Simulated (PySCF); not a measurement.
**ZrN (doublet): density, localisation and related maps**

```tsv
atom	x (Å)	y (Å)	z (Å)
Zr	0.0000	0.0000	-0.2280
N	0.0000	0.0000	1.4640
```

Core potentials replace the inner electrons of Zr.

Computed with PySCF 2.14.0, PBE0/cc-pVDZ(-PP), non-relativistic Hamiltonian with scalar-relativistic core potentials where named, at a bond length of 1.692 Å.

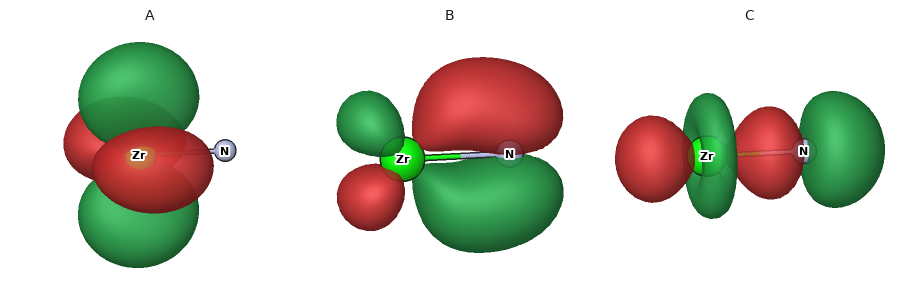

Figure 1. Three frontier β-spin orbitals, each drawn at the value that holds 80 % of its norm (green and red are the two phases), in no order; of a degenerate pair one member is drawn.

Name the orbitals and rank them from lowest to highest energy.

Answer. Orbital B: π, occupied in this spin, −7.30 eV; bonding, with no node between the atoms.
Orbital C: σ, occupied in this spin, −6.65 eV; shared between the atoms (Zr 40 %, N 60 %).
Orbital A: δ, empty in this spin, −1.80 eV; almost wholly on Zr.

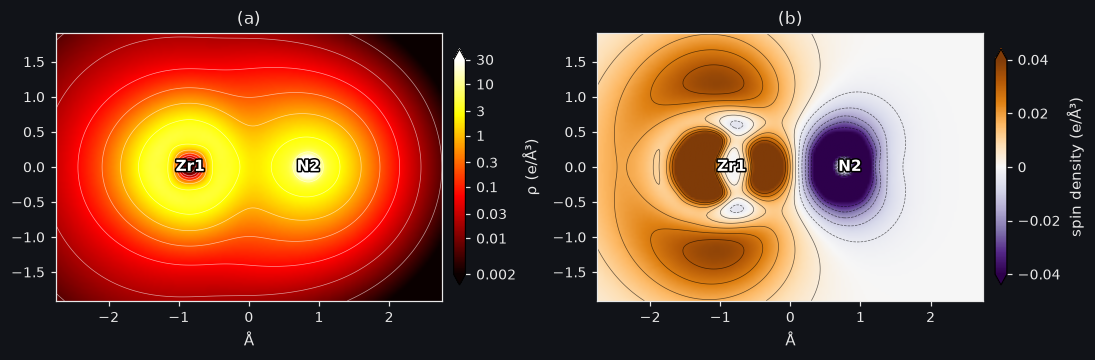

Figure 2. (a) electron density; (b) spin density (α minus β) on a plane that holds the molecular axis.

Read the bonding off the picture.

Answer. Atoms in the plane: Zr and N.
Zr–N (1.69 Å): ρ at the midpoint is about 2 e/Å³.
The unpaired spin (1 electron) lies mostly on Zr1 (about 1.1), in electrons by Hirshfeld's partition, with opposite, polarisation-induced spin on N2.

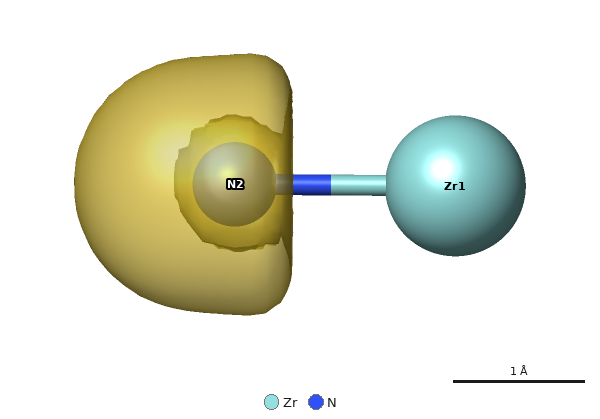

Figure 3. Isosurface of the electron localisation function at 0.75 (yellow), seen from one side. Only the valence region is drawn (cores and ρ < 0.01 e/Å³ removed).

Describe the localisation domains.

Answer. The surface consists of one lobe on N, pointing away from the bonds (non-bonding electrons).


Zr–N (1.69 Å): the ELF peaks at about 0.80 in the valence shell of N, 0.6 Å from its nucleus, and is about 0.50 at the midpoint.

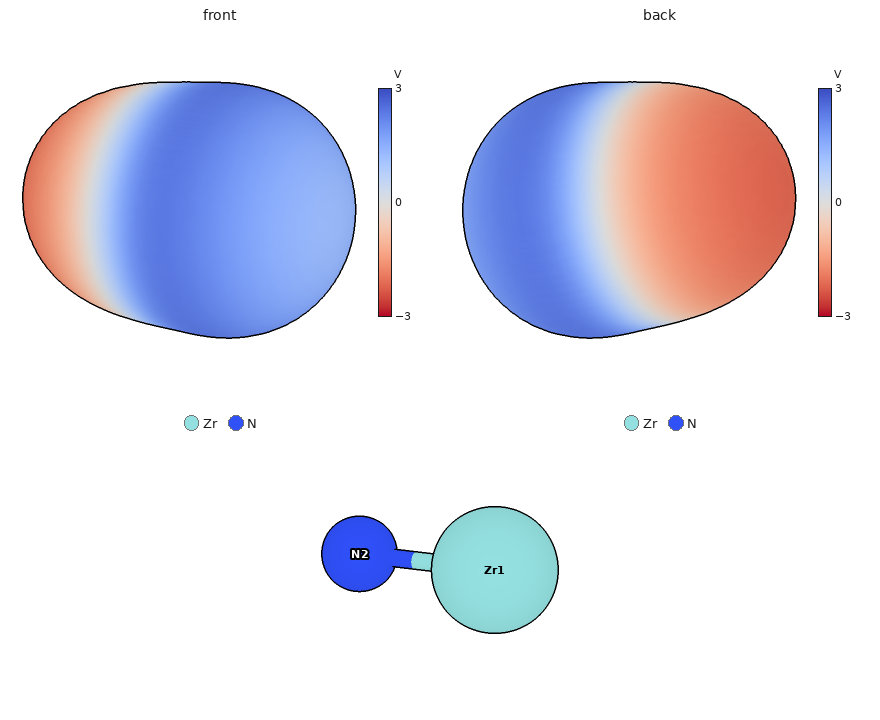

Figure 4. The electrostatic potential painted on the density surface at 0.002 e/bohr³, seen from the front and from behind; the colour scale runs from red (negative) to blue (positive). The bare structure is drawn below in the same view.

Which sites attract a positive test charge, and which a negative one?

Answer. A positive charge is drawn to the negative regions and a negative charge to the positive ones. The most negative region (about −2.2 V) lies over N2, the most positive (about +2.4 V) over Zr1. N2 is the likeliest acceptor of a hydrogen bond.
